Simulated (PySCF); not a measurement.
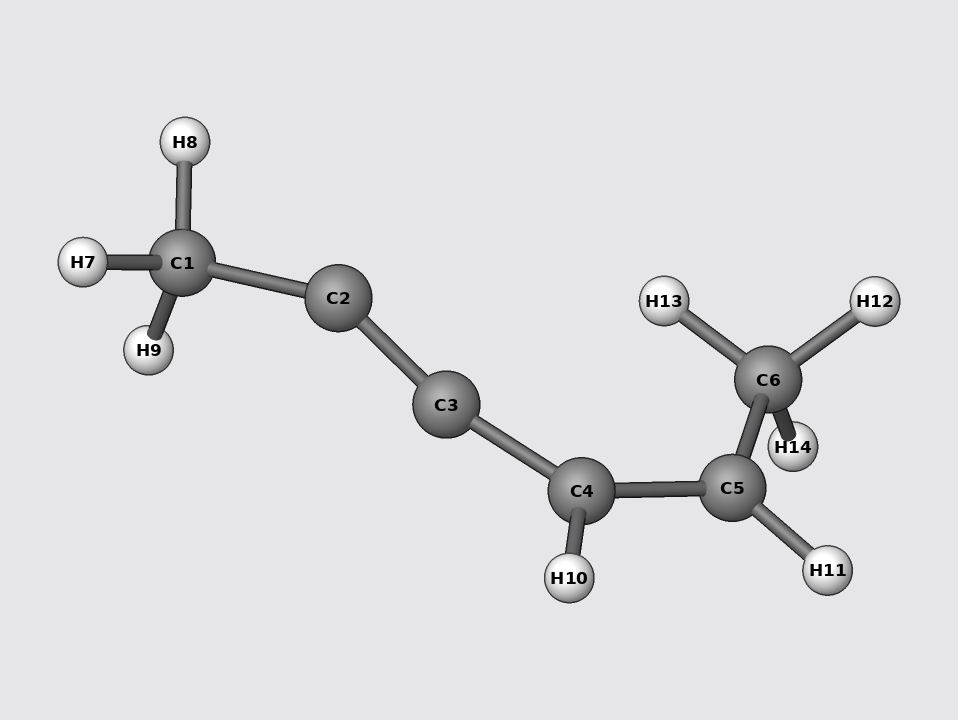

The questions are on Mulliken spin populations. The species has charge −1 and is a spin doublet. The geometry was computed by an optimisation with GFN2-xTB. No frequency run is at hand to confirm it as a minimum. Level of theory: UKS B3LYP, pcH-1 on C H, non-relativistic (PySCF 2.14.0).

List the Mulliken spin populations.

```tsv
atom	value (e)
C1	−0.01
C2	0.31
C3	0.09
C4	0.03
C5	0.51
C6	−0.04
H7	0.00
H8	0.00
H9	0.08
H10	0.00
H11	−0.03
H12	0.02
H13	0.00
H14	0.03
```

Mulliken values depend strongly on the basis set.
